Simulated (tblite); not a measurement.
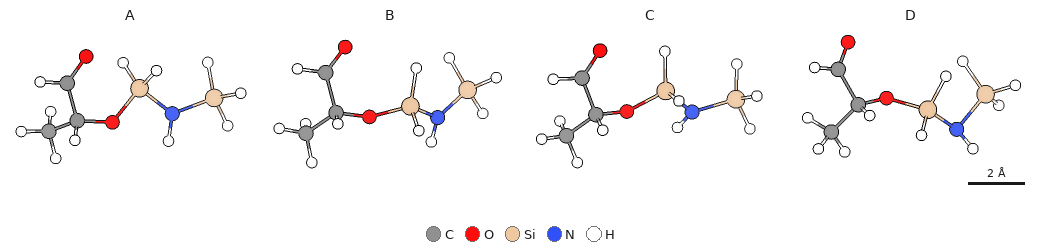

4 geometries from one relaxation of C$_{3}$H$_{11}$NO$_{2}$Si$_{2}$, in shuffled order. Style: ball-and-stick. Shown at a tilt.

Theory: tblite 0.8.0, GFN2-xTB geometry optimisation, gas phase. 

Order the frames from highest to lowest energy.

Answer. D, B, C, A. They are steps 0, 85, 180, 271, at +134.0 kJ/mol, +19.3 kJ/mol, +11.7 kJ/mol relative to the last. An H atom moves most after the best rigid fit: 2.48 Å. Largest moves by element: H 2.48 Å, O 1.38 Å, Si 0.93 Å, C 0.86 Å, N 0.59 Å. Among the contacts that change: O–Si 3.807 → 2.609 Å, O–Si 1.723 → 1.635 Å, N–Si 1.808 → 1.728 Å, N–Si 1.779 → 1.719 Å. Among the angles between lasting bonds that change: C–O–Si 109.3° → 128.4°, Si–N–Si 108.9° → 126.3°, Si–N–H 105.2° → 115.6°. Groups turn about C–O by about 135°, O–Si by about 50°, C–C by about 30°. After 271 geometry steps the energy has fallen by 134.0 kJ/mol.
